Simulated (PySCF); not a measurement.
**Run report: C$_{3}$H$_{7}$Al, geometry relaxation (part 1 of 2)**

The run: geometry relaxation of C$_{3}$H$_{7}$Al, SMILES C=C[CH2][AlH2]. Method and program: PBE0-D3(BJ)/def2-SVP geometry optimisation, gas phase (PySCF 2.14.0).

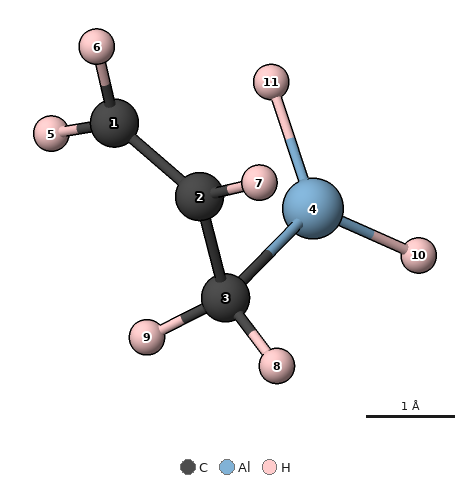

Figure 1. The input geometry (ball-and-stick view, seen at a tilt; atoms are numbered from 1 in the order of the input). Sticks mark near contacts.

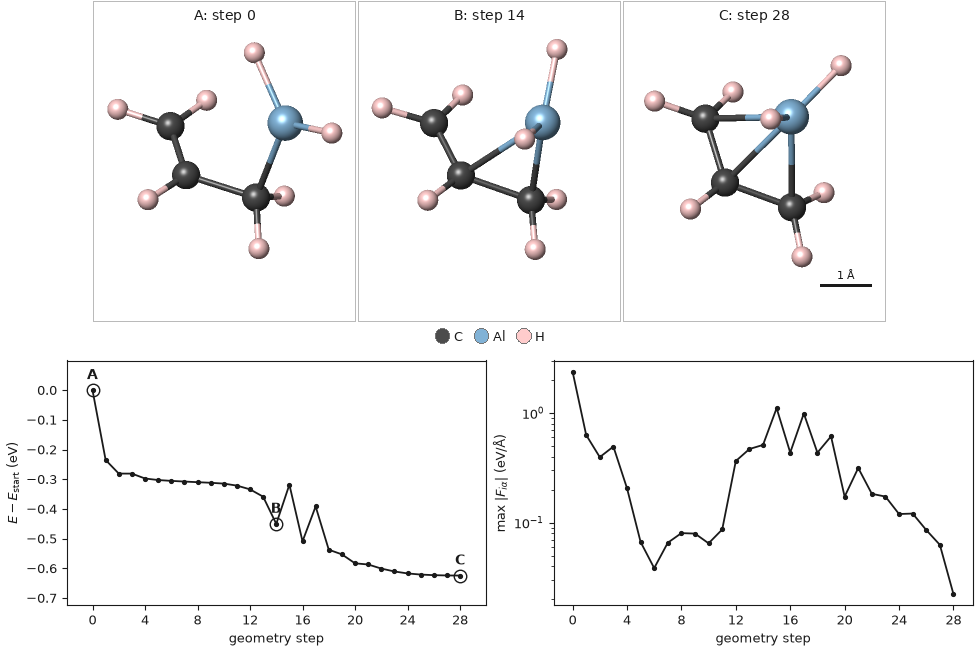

Figure 2. Frames of the relaxation (ball-and-stick view, seen at a tilt) above the curves, on which the letters mark them (steps are counted from 0).

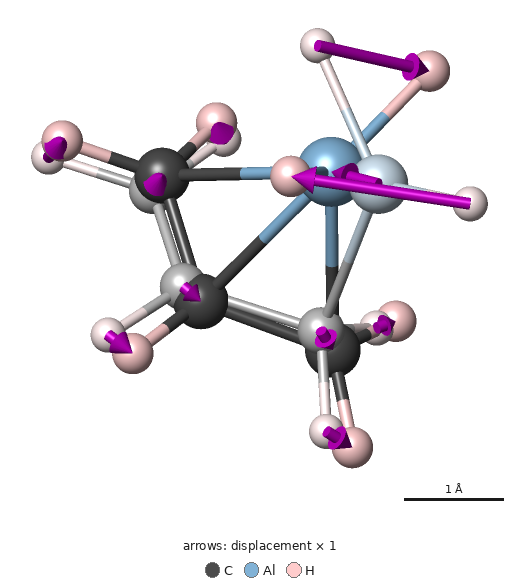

Figure 3. Start (faint) and end (solid) with the displacements as pink arrows, at true length (ball-and-stick view, seen at a tilt). The two geometries are laid on each other by the best rigid fit. The atom that moves furthest after the best rigid fit is H10 (1.84 Å). By element the largest moves are H 1.84 Å, Al 0.62 Å, C 0.50 Å. Distances before and after: C1–Al4 3.258 → 2.259 Å, C2–Al4 2.699 → 2.149 Å, C1–C2 1.301 → 1.392 Å, Al4–H10 1.522 → 1.584 Å. New bonds form: C1–Al4 (3.26 → 2.26 Å). Among the angles that change: C2–C3–Al4 98.2° → 71.7°, Al4–C3–H9 111.5° → 100.6°, Al4–C3–H8 115.2° → 124.8°. After 28 geometry steps the energy has fallen by 0.624 eV. The largest force component goes from 2.4 to 0.022 eV/Å. (Atoms are counted from 1 in the order of the input.)

The input and output of the run follow.

## The input
```
{"job": {"xc": "PBE0", "basis": "def2-SVP", "d3": "d3bj", "grid": 1, "shake": 0.01, "kind": "geom"}, "charge": 0, "multiplicity": 1}
C     -1.463080     0.637200    -0.463320
C     -0.848540    -0.111940     0.404170
C      0.220050    -1.066260     0.031430
Al     1.761630     0.282050    -0.159350
H     -1.300450     0.571150    -1.537880
H     -2.253180     1.361170    -0.167320
H     -1.056920    -0.014830     1.464190
H      0.370340    -1.843670     0.788350
H      0.004650    -1.547800    -0.894660
H      3.204110     0.016530     0.245610
H      1.399500     1.690570    -0.686960
```

The first line tells a small driver script what to run in PySCF; the rest is the geometry in Å.

Launch command:
```bash
OMP_NUM_THREADS=1 python <driver script> task.json out
```

## Log
```
step   0  E = -360.48055404  max force = 0.046454
step   1  E = -360.48919219  max force = 0.012266
step   2  E = -360.49087630  max force = 0.007706
step   3  E = -360.49088035  max force = 0.009620
step   4  E = -360.49148532  max force = 0.004016
step   5  E = -360.49167469  max force = 0.001298
step   6  E = -360.49177872  max force = 0.000749
step   7  E = -360.49186271  max force = 0.001275
step   8  E = -360.49194176  max force = 0.001562
step   9  E = -360.49201343  max force = 0.001546
step  10  E = -360.49211723  max force = 0.001260
step  11  E = -360.49236449  max force = 0.001686
step  12  E = -360.49282644  max force = 0.007099
step  13  E = -360.49373602  max force = 0.009138
step  14  E = -360.49709841  max force = 0.009956
step  15  E = -360.49224682  max force = 0.021552
step  16  E = -360.49926060  max force = 0.008477
step  17  E = -360.49494436  max force = 0.019271
step  18  E = -360.50029685  max force = 0.008462
step  19  E = -360.50087254  max force = 0.011923
step  20  E = -360.50198235  max force = 0.003360
step  21  E = -360.50212470  max force = 0.006136
step  22  E = -360.50263083  max force = 0.003564
step  23  E = -360.50298833  max force = 0.003364
step  24  E = -360.50323228  max force = 0.002331
step  25  E = -360.50337093  max force = 0.002355
step  26  E = -360.50344599  max force = 0.001667
step  27  E = -360.50348349  max force = 0.001221
step  28  E = -360.50349511  max force = 0.000433
optimisation converged
```

## Trajectory as extended XYZ (Å, eV, eV/Å), 29 frames, from step=0 to step=28
```
11
Properties=species:S:1:pos:R:3:forces:R:3 step=0 energy=-9809.17551
C    -1.4631    0.6372   -0.4633   -2.3887   2.0966  -1.0884
C    -0.8485   -0.1119    0.4042    1.0365  -1.4667   0.9652
C     0.2200   -1.0663    0.0314    1.1178   1.0346   1.0628
Al    1.7616    0.2821   -0.1593   -1.2299  -0.9454  -0.0103
H    -1.3005    0.5712   -1.5379    0.2064  -0.0759  -0.2117
H    -2.2532    1.3612   -0.1673    0.4720  -0.3569  -0.0730
H    -1.0569   -0.0148    1.4642   -0.1817   0.1469   0.4362
H     0.3703   -1.8437    0.7883    0.2052  -0.0820   0.1044
H     0.0046   -1.5478   -0.8947   -0.1543  -0.5587  -1.2401
H     3.2041    0.0165    0.2456    1.0588  -0.2915   0.3733
H     1.3995    1.6906   -0.6870   -0.1421   0.4989  -0.3184
11
Properties=species:S:1:pos:R:3:forces:R:3 step=1 energy=-9809.41057
C    -1.5715    0.6538   -0.4660   -0.4732   0.1342  -0.0882
C    -0.8777   -0.1040    0.3854    0.1993  -0.2055   0.0818
C     0.2555   -1.0147    0.0369    0.2518   0.6308   0.0665
Al    1.8274    0.2485   -0.1577   -0.5808  -0.4670   0.0772
H    -1.4049    0.6181   -1.5461    0.0973  -0.0068  -0.0643
H    -2.3814    1.3109   -0.1303    0.1230  -0.0426   0.0465
H    -1.1022   -0.0221    1.4541   -0.0726   0.0589   0.1077
H     0.4120   -1.7783    0.8117    0.0958  -0.0673  -0.0378
H     0.0639   -1.5238   -0.9189    0.0956  -0.0788  -0.1437
H     3.2919   -0.0885    0.2987    0.2973  -0.1527   0.1322
H     1.5253    1.6743   -0.7434   -0.0336   0.1966  -0.1779
11
Properties=species:S:1:pos:R:3:forces:R:3 step=2 energy=-9809.45639
C    -1.6435    0.6429   -0.4559    0.0826  -0.0932  -0.2061
C    -0.8828   -0.0905    0.3651   -0.0561  -0.1401   0.2717
C     0.2820   -0.9683    0.0263   -0.1356   0.3963  -0.0518
Al    1.8421    0.2469   -0.1533   -0.0331  -0.1518   0.0343
H    -1.4874    0.6345   -1.5405   -0.0128   0.0073  -0.0060
H    -2.4559    1.2700   -0.0816    0.0305  -0.0111   0.0473
H    -1.1055   -0.0175    1.4385    0.0104   0.0157   0.0301
H     0.4529   -1.7289    0.8024    0.0334  -0.0349  -0.0311
H     0.1315   -1.4938   -0.9325    0.0218   0.0033  -0.0620
H     3.2772   -0.1906    0.3819    0.0374   0.0220   0.0196
H     1.6276    1.6694   -0.8262    0.0214  -0.0135  -0.0460
11
Properties=species:S:1:pos:R:3:forces:R:3 step=3 energy=-9809.45650
C    -1.6536    0.6057   -0.4527   -0.1057   0.1157   0.2408
C    -0.9033   -0.0829    0.4181   -0.0170  -0.0652  -0.4947
C     0.2737   -0.9124    0.0210   -0.0868  -0.1473   0.3386
Al    1.8414    0.2503   -0.1494    0.3417   0.0863  -0.0213
H    -1.4689    0.5845   -1.5340    0.0134  -0.0492   0.0927
H    -2.4745    1.2328   -0.1040   -0.1081   0.0489  -0.0210
H    -1.1341   -0.0114    1.4927    0.0662   0.0054  -0.1425
H     0.4757   -1.7034    0.7596    0.0407  -0.0824  -0.0340
H     0.1272   -1.4106   -0.9569   -0.0666   0.0796   0.0455
H     3.2704   -0.2518    0.3871   -0.1093   0.1029  -0.0392
H     1.6841    1.6735   -0.8572    0.0314  -0.0947   0.0351
11
Properties=species:S:1:pos:R:3:forces:R:3 step=4 energy=-9809.47296
C    -1.6765    0.6147   -0.4506    0.0362   0.0195   0.0730
C    -0.9035   -0.0821    0.3925   -0.0487  -0.0444  -0.1413
C     0.2791   -0.9151    0.0210   -0.0905  -0.0331   0.1645
Al    1.8617    0.2412   -0.1440    0.2065   0.0628  -0.0356
H    -1.5087    0.6035   -1.5334   -0.0091  -0.0187   0.0240
H    -2.4967    1.2331   -0.0805   -0.0409  -0.0028  -0.0129
H    -1.1282   -0.0141    1.4666    0.0422   0.0141  -0.0349
H     0.4713   -1.7004    0.7689   -0.0023  -0.0524  -0.0353
H     0.1403   -1.4211   -0.9530   -0.0266   0.0562  -0.0009
H     3.2889   -0.2377    0.4067   -0.0887   0.0524  -0.0160
H     1.7106    1.6523   -0.8698    0.0220  -0.0536   0.0155
11
Properties=species:S:1:pos:R:3:forces:R:3 step=5 energy=-9809.47812
C    -1.6948    0.6119   -0.4463    0.0230  -0.0272   0.0095
C    -0.9067   -0.0771    0.3879   -0.0330  -0.0126  -0.0058
C     0.2799   -0.9032    0.0202    0.0068   0.0061   0.0667
Al    1.8837    0.2404   -0.1433    0.0366  -0.0090  -0.0115
H    -1.5385    0.5942   -1.5301   -0.0122   0.0027  -0.0047
H    -2.5251    1.2148   -0.0716   -0.0029   0.0012  -0.0075
H    -1.1223   -0.0078    1.4628    0.0195   0.0194   0.0058
H     0.4674   -1.6981    0.7598   -0.0125  -0.0230  -0.0287
H     0.1406   -1.4001   -0.9581   -0.0020   0.0400  -0.0227
H     3.2948   -0.2435    0.4272   -0.0289   0.0215   0.0033
H     1.7592    1.6429   -0.8842    0.0057  -0.0190  -0.0045
11
Properties=species:S:1:pos:R:3:forces:R:3 step=6 energy=-9809.48095
C    -1.7148    0.6032   -0.4417   -0.0016  -0.0363  -0.0052
C    -0.9098   -0.0706    0.3882    0.0003   0.0182   0.0385
C     0.2814   -0.8867    0.0175    0.0358  -0.0361   0.0044
Al    1.9029    0.2353   -0.1390   -0.0321   0.0058  -0.0024
H    -1.5763    0.5756   -1.5276    0.0029   0.0046  -0.0064
H    -2.5482    1.1987   -0.0615    0.0047   0.0027  -0.0044
H    -1.1126    0.0064    1.4648    0.0093   0.0217   0.0133
H     0.4647   -1.6975    0.7411   -0.0261  -0.0092  -0.0136
H     0.1439   -1.3659   -0.9704    0.0068   0.0310  -0.0238
H     3.2992   -0.2494    0.4574    0.0023  -0.0056   0.0162
H     1.8077    1.6250   -0.9045   -0.0023   0.0031  -0.0166
11
Properties=species:S:1:pos:R:3:forces:R:3 step=7 energy=-9809.48323
C    -1.7329    0.5911   -0.4340   -0.0150  -0.0336  -0.0244
C    -0.9094   -0.0628    0.3931    0.0235   0.0442   0.0588
C     0.2824   -0.8717    0.0116    0.0408  -0.0604  -0.0373
Al    1.9170    0.2333   -0.1348   -0.0656   0.0049   0.0157
H    -1.6070    0.5436   -1.5207   -0.0098   0.0149  -0.0130
H    -2.5674    1.1855   -0.0541    0.0175  -0.0007  -0.0004
H    -1.0934    0.0288    1.4719    0.0020   0.0123   0.0148
H     0.4574   -1.7027    0.7141   -0.0166   0.0025  -0.0032
H     0.1447   -1.3240   -0.9894    0.0036   0.0191  -0.0133
H     3.2947   -0.2556    0.4946    0.0275  -0.0120   0.0221
H     1.8522    1.6087   -0.9280   -0.0081   0.0089  -0.0197
11
Properties=species:S:1:pos:R:3:forces:R:3 step=8 energy=-9809.48538
C    -1.7502    0.5765   -0.4271   -0.0521   0.0080  -0.0064
C    -0.9029   -0.0528    0.3949    0.0598   0.0382   0.0257
C     0.2846   -0.8620    0.0013    0.0147  -0.0683  -0.0803
Al    1.9291    0.2284   -0.1257   -0.0534   0.0124   0.0234
H    -1.6589    0.5101   -1.5166    0.0259  -0.0132   0.0061
H    -2.5760    1.1762   -0.0375    0.0014   0.0074   0.0085
H    -1.0598    0.0628    1.4761   -0.0098   0.0066   0.0023
H     0.4445   -1.7150    0.6807   -0.0004   0.0083   0.0077
H     0.1469   -1.2808   -1.0148   -0.0041   0.0028   0.0057
H     3.2875   -0.2509    0.5514    0.0270  -0.0087   0.0231
H     1.8933    1.5816   -0.9585   -0.0089   0.0065  -0.0158
11
Properties=species:S:1:pos:R:3:forces:R:3 step=9 energy=-9809.48733
C    -1.7583    0.5680   -0.4171   -0.0183   0.0095  -0.0225
C    -0.8918   -0.0440    0.3979    0.0487   0.0315   0.0276
C     0.2837   -0.8626   -0.0132   -0.0155  -0.0548  -0.0795
Al    1.9302    0.2236   -0.1181   -0.0088   0.0215   0.0200
H    -1.6851    0.4712   -1.5057   -0.0036   0.0063   0.0027
H    -2.5730    1.1824   -0.0265    0.0058  -0.0033   0.0092
H    -1.0213    0.0947    1.4803   -0.0073  -0.0062  -0.0034
H     0.4295   -1.7324    0.6476    0.0159   0.0051   0.0119
H     0.1413   -1.2513   -1.0406   -0.0182  -0.0112   0.0237
H     3.2750   -0.2319    0.6048    0.0061   0.0014   0.0192
H     1.9082    1.5564   -0.9851   -0.0048   0.0001  -0.0089
11
Properties=species:S:1:pos:R:3:forces:R:3 step=10 energy=-9809.49016
C    -1.7564    0.5657   -0.4082   -0.0036   0.0400  -0.0116
C    -0.8724   -0.0380    0.3946    0.0367  -0.0063   0.0068
C     0.2827   -0.8783   -0.0333   -0.0353  -0.0095  -0.0648
Al    1.9225    0.2193   -0.1129    0.0271   0.0103   0.0103
H    -1.7157    0.4483   -1.4965   -0.0008  -0.0039   0.0077
H    -2.5506    1.1992   -0.0063   -0.0016  -0.0028   0.0079
H    -0.9706    0.1248    1.4773   -0.0119  -0.0179  -0.0074
H     0.4143   -1.7556    0.6201    0.0335   0.0033   0.0083
H     0.1308   -1.2472   -1.0658   -0.0312  -0.0217   0.0320
H     3.2474   -0.1902    0.6755   -0.0170   0.0188   0.0126
H     1.9062    1.5260   -1.0203    0.0040  -0.0103  -0.0019
11
Properties=species:S:1:pos:R:3:forces:R:3 step=11 energy=-9809.49689
C    -1.7364    0.5735   -0.3840    0.0534   0.0867  -0.0062
C    -0.8219   -0.0334    0.3833    0.0059  -0.0750  -0.0135
C     0.2776   -0.9277   -0.0848   -0.0407   0.0578   0.0128
Al    1.8910    0.2108   -0.1085    0.0653   0.0100  -0.0325
H    -1.7670    0.4192   -1.4678   -0.0100  -0.0068   0.0105
H    -2.4765    1.2526    0.0455   -0.0160  -0.0062   0.0011
H    -0.8497    0.1708    1.4639   -0.0217  -0.0434  -0.0038
H     0.3876   -1.8088    0.5666    0.0562  -0.0062  -0.0016
H     0.0970   -1.2714   -1.1188   -0.0533  -0.0239   0.0319
H     3.1441   -0.0523    0.8487   -0.0700   0.0338  -0.0069
H     1.8924    1.4407   -1.1197    0.0309  -0.0267   0.0081
```
